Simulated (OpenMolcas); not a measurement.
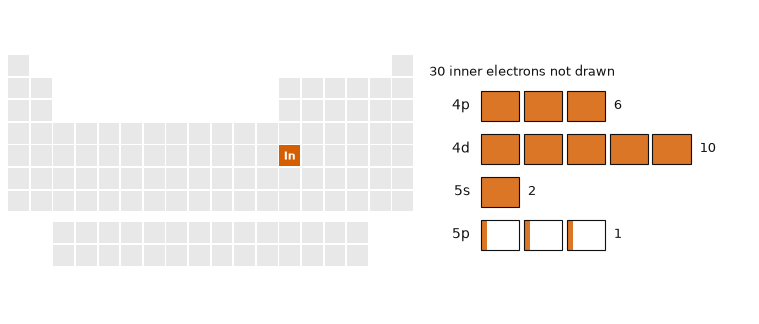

Left, the place of indium in the periodic table; right, the outer shells of the leading configuration of the lowest level: a box for each of the 2l + 1 orbitals, shaded by the share of the shell that is filled, with the electron count at the right.

In: multiconfigurational calculation

System: In.
Method: state-averaged SS-RASPT2, IPEA shift 0.5, active space 3 electrons in the shells 5s 5p 5d; RAS3 5d with at most 2 electrons, basis ANO-RCC-VQZP, DKH2 scalar Hamiltonian, spin-orbit coupling by RASSI with atomic mean-field integrals (OpenMolcas).

Summary:

- outcome: converged
- lowest level: 5s² 5p ²P°₁/₂
- first excited level: 5s² 5p ²P°₃/₂, 2,187 cm⁻¹ (measured: 2,213)
- energy of the lowest spin-free term: −5877.11812 hartree
- energy of the lowest spin-orbit level: −5877.12476 hartree
- CASPT2 correlation energy: −0.0103 hartree
- largest spread among components of a term: 25.8 cm⁻¹
- lowest reference weight: 0.990
- hardware: 1 CPU thread, shared host
- wall time: 4.9 s

Remarks:

Limits: extra active shells serve correlation only, their own levels not computed; spin-free states above about 55,000 cm⁻¹ are left out of the spin-orbit step; only configurations of the active space are included.

Input:
```
&GATEWAY
Coord
1

In 0.0 0.0 0.0
Basis=ANO-RCC-VQZP
Group=XYZ
NoMove
AngMom=0.0 0.0 0.0
AMFI
&SEWARD
&RASSCF
FileOrb=start.orb
Symmetry=2
Spin=4
nActEl=3 0 0
Inactive=14 9
Ras2=1 3
CIRoot=1 1 1
SDav=1
CIMx=300
Iter=120 100
PrWF=0.3
OrbListing=Nothing
MaxOrb=0
Atom
>>> COPY $Project.JobIph JOBPRE
&RASSCF
FileOrb=start.orb
Symmetry=2
Spin=2
nActEl=3 0 2
Inactive=14 9
Ras2=1 3
Ras3=5 0
CIRoot=3 3 1
SDav=116
CIMx=300
Iter=120 100
PrWF=0.3
OrbListing=Nothing
MaxOrb=0
Thrs=2.0e-7 1.0e-1 5.0e-4
Atom
>>> COPY $Project.JobIph JOB001
&RASSCF
FileOrb=start.orb
Symmetry=1
Spin=2
nActEl=3 0 2
Inactive=14 9
Ras2=1 3
Ras3=5 0
CIRoot=5 5 1
SDav=84
CIMx=300
Iter=120 100
PrWF=0.3
OrbListing=Nothing
MaxOrb=0
Thrs=2.0e-7 1.0e-1 5.0e-4
Atom
>>> COPY $Project.JobIph JOB002
&RASSCF
FileOrb=start.orb
Symmetry=1
Spin=4
nActEl=3 0 2
Inactive=14 9
Ras2=1 3
Ras3=5 0
CIRoot=15 15 1
SDav=28
CIMx=300
Iter=120 100
PrWF=0.3
OrbListing=Nothing
MaxOrb=0
Thrs=2.0e-7 1.0e-1 5.0e-4
Atom
CIOnly
>>> COPY $Project.JobIph JOB003
&RASSI
NrOfJobIphs=3 3 5 3
1 2 3
1 2 3 4 5
1 2 3
IphNames
JOB001
JOB002
JOB003
EJob
SpinOrbit
DIPRint=1.0
SOCoupling=1000.0
Subsets=2
MEES
Property=10
'ANGMOM' 1 'ANGMOM' 2 'ANGMOM' 3 'MLTPL  1' 1 'MLTPL  1' 2 'MLTPL  1' 3
'AMFI' 1 'AMFI' 2 'AMFI' 3 'MLTPL  2' 6
SOProperty=3
'ANGMOM' 1 'ANGMOM' 2 'ANGMOM' 3
>>> COPY JOB001 $Project.JobIph
&CASPT2
Multistate=3 1 2 3
NoMult
Frozen=14 9
IPEA=0.5
MaxIter=60
WThr=0.0 0.3 0.05
PrWF=0.5
NoMix
>>> COPY JOB002 $Project.JobIph
&CASPT2
Multistate=5 1 2 3 4 5
NoMult
Frozen=14 9
IPEA=0.5
MaxIter=60
WThr=0.0 0.3 0.05
PrWF=0.5
NoMix
>>> COPY JOB003 $Project.JobIph
&CASPT2
Multistate=3 1 2 3
NoMult
Frozen=14 9
IPEA=0.5
MaxIter=60
WThr=0.0 0.3 0.05
PrWF=0.5
NoMix
```

The file start.orb holds starting orbitals from an earlier step. A driver script formed the levels outside the program, from RASSI's spin-orbit matrix and the CASPT2 energies (for multi-state variants, the effective Hamiltonian), averaged over the components of each term or state. The log and the time are those of the CASPT2 step.

Launched with:
```bash
OMP_NUM_THREADS=1 MOLCAS_MEM=2252 MOLCAS_PROJECT=a pymolcas a.inp > a.log  # once for each step of the input, in one work folder
```

Log (extracts):
```
--- CASPT2 ---
Orbital specifications:
      -----------------------

      Symmetry species                           1   2
                                                ag  au
      Frozen orbitals                           14   9
      Inactive orbitals                          0   0
      Active orbitals                            6   3
      Secondary orbitals                        31  30
      Deleted orbitals                           0   0
      Number of basis functions                 51  42
Type of calculation                        SS-CASPT2
      Fock operator                              state-specific
      IPEA shift                                 0.50
      Real shift                                 0.00
      Imaginary shift                            0.00
      The input orbitals will be transformed to quasi-canonical
Reference energy:       -5877.1077750536
      E2 (Non-variational):      -0.0104013590
      E2 (Variational):          -0.0104013601
      Total energy:           -5877.1181764137
      Residual norm:              0.0000000799
      Reference weight:           0.99111
      Contributions to the CASPT2 correlation energy
      Active & Virtual Only:         -0.0104013590
      One Inactive Excited:           0.0000000000
      Two Inactive Excited:           0.0000000000
Reference energy:       -5877.1077750533
      E2 (Non-variational):      -0.0103138620
      E2 (Variational):          -0.0103138630
      Total energy:           -5877.1180889163
      Residual norm:              0.0000000739
      Reference weight:           0.99132
      Contributions to the CASPT2 correlation energy
      Active & Virtual Only:         -0.0103138620
      One Inactive Excited:           0.0000000000
      Two Inactive Excited:           0.0000000000
::    CASPT2 Root  1     Total energy:  -5877.11817641
::    CASPT2 Root  2     Total energy:  -5877.11808892
::    CASPT2 Root  3     Total energy:  -5877.11808787
--- CASPT2 ---
Orbital specifications:
      -----------------------

      Symmetry species                           1   2
                                                ag  au
      Frozen orbitals                           14   9
      Inactive orbitals                          0   0
      Active orbitals                            6   3
      Secondary orbitals                        31  30
      Deleted orbitals                           0   0
      Number of basis functions                 51  42
Type of calculation                        SS-CASPT2
      Fock operator                              state-specific
      IPEA shift                                 0.50
      Real shift                                 0.00
      Imaginary shift                            0.00
      The input orbitals will be transformed to quasi-canonical
Reference energy:       -5876.9228090041
      E2 (Non-variational):      -0.0102901590
      E2 (Variational):          -0.0102901498
      Total energy:           -5876.9330991539
      Residual norm:              0.0000003888
      Reference weight:           0.99017
      Contributions to the CASPT2 correlation energy
      Active & Virtual Only:         -0.0102901590
      One Inactive Excited:           0.0000000000
      Two Inactive Excited:           0.0000000000
Reference energy:       -5876.9228090040
      E2 (Non-variational):      -0.0104012136
      E2 (Variational):          -0.0104012091
      Total energy:           -5876.9332102132
      Residual norm:              0.0000002917
      Reference weight:           0.99000
      Contributions to the CASPT2 correlation energy
      Active & Virtual Only:         -0.0104012136
      One Inactive Excited:           0.0000000000
      Two Inactive Excited:           0.0000000000
::    CASPT2 Root  1     Total energy:  -5876.93309915
::    CASPT2 Root  2     Total energy:  -5876.93321021
::    CASPT2 Root  3     Total energy:  -5876.93321170
::    CASPT2 Root  4     Total energy:  -5876.93321664
::    CASPT2 Root  5     Total energy:  -5876.93319556
--- CASPT2 ---
Orbital specifications:
      -----------------------

      Symmetry species                           1   2
                                                ag  au
      Frozen orbitals                           14   9
      Inactive orbitals                          0   0
      Active orbitals                            6   3
      Secondary orbitals                        31  30
      Deleted orbitals                           0   0
      Number of basis functions                 51  42
Type of calculation                        SS-CASPT2
      Fock operator                              state-specific
      IPEA shift                                 0.50
      Real shift                                 0.00
      Imaginary shift                            0.00
      The input orbitals will be transformed to quasi-canonical
Reference energy:       -5876.9755841521
      E2 (Non-variational):      -0.0043936000
      E2 (Variational):          -0.0043935864
      Total energy:           -5876.9799777385
      Residual norm:              0.0000007464
      Reference weight:           0.99535
      Contributions to the CASPT2 correlation energy
      Active & Virtual Only:         -0.0043936000
      One Inactive Excited:           0.0000000000
      Two Inactive Excited:           0.0000000000
Reference energy:       -5876.9755841521
      E2 (Non-variational):      -0.0043936073
      E2 (Variational):          -0.0043935937
      Total energy:           -5876.9799777458
      Residual norm:              0.0000007464
      Reference weight:           0.99535
      Contributions to the CASPT2 correlation energy
      Active & Virtual Only:         -0.0043936073
      One Inactive Excited:           0.0000000000
      Two Inactive Excited:           0.0000000000
::    CASPT2 Root  1     Total energy:  -5876.97997774
::    CASPT2 Root  2     Total energy:  -5876.97997775
::    CASPT2 Root  3     Total energy:  -5876.97997776
```

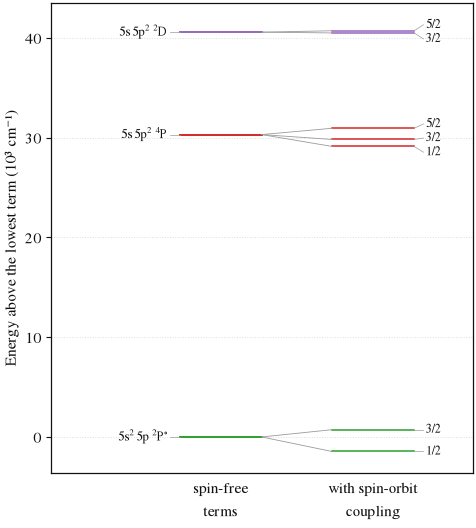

Terms of the In atom without and with spin-orbit coupling; numbers at the right are J. 5s² 5p ²P° (at 0) splits over 2,190 cm⁻¹ into J = 1/2, 3/2 from the bottom up (normal); 5s 5p² ⁴P (at 30,300 cm⁻¹) splits over 1,820 cm⁻¹ into J = 1/2, 3/2, 5/2 from the bottom up (normal); 5s 5p² ²D (at 40,600 cm⁻¹) splits over 218 cm⁻¹ into J = 3/2, 5/2 from the bottom up (normal). The ground level lies 1,460 cm⁻¹ below the lowest term.

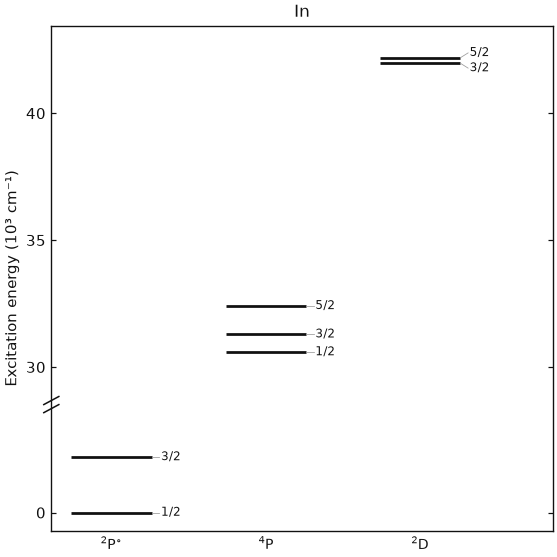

Level diagram of the In atom. The lowest level is 5s² 5p ²P°₁/₂. The first excited level, 5s² 5p ²P°₃/₂, lies at 2,190 cm⁻¹. Among those computed, the lowest level of opposite parity, 5s 5p² ⁴P₁/₂, is at 30,600 cm⁻¹. The leading LS term holds 100 % of a level on average. The ground level has g = 0.666. Spin-orbit coupling puts the ground level 1,460 cm⁻¹ below the lowest spin-free term.

| Configuration | Level | E (cm⁻¹) | Landé g |
| --- | --- | --- | --- |
| 5s² 5p | ²P°₁/₂ | 0 | 0.666 |
| 5s² 5p | ²P°₃/₂ | 2,187 | 1.334 |
| 5s 5p² | ⁴P₁/₂ | 30,590 | 2.671 |
| 5s 5p² | ⁴P₃/₂ | 31,290 | 1.734 |
| 5s 5p² | ⁴P₅/₂ | 32,410 | 1.598 |
| 5s 5p² | ²D₃/₂ | 41,970 | 0.801 |
| 5s 5p² | ²D₅/₂ | 42,190 | 1.204 |
